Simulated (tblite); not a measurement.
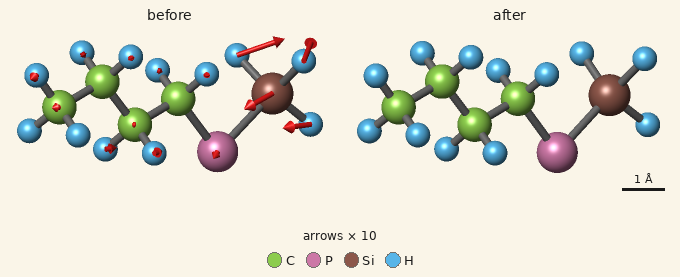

The structure of C$_{4}$H$_{12}$PSi (charge −1) before (left) and after (right) a relaxation, at one scale. The red arrows give the displacements, 10 times their true length.

The picture is a ball-and-stick view, seen from a free direction.

Level of theory: tblite 0.8.0, GFN2-xTB geometry optimisation, gas phase. 

Describe what moved and what it gained.

After 32 geometry steps the energy has fallen by 15.4 kJ/mol. The atom that moves furthest after the best rigid fit is an H atom (0.12 Å). Largest moves by element: H 0.12 Å, Si 0.10 Å, P 0.02 Å, C 0.02 Å. Among the contacts that change: P–Si 2.218 → 2.148 Å, C–C 1.504 → 1.525 Å, C–H 1.108 → 1.093 Å, H–Si 1.482 → 1.469 Å. Among the angles between lasting bonds that change: P–Si–H 108.2° → 116.8°, H–Si–H 109.1° → 100.7°, P–Si–H 108.6° → 116.8°. Cost: 0.18 s on 1 thread of Arm Neoverse V2, on a shared host.
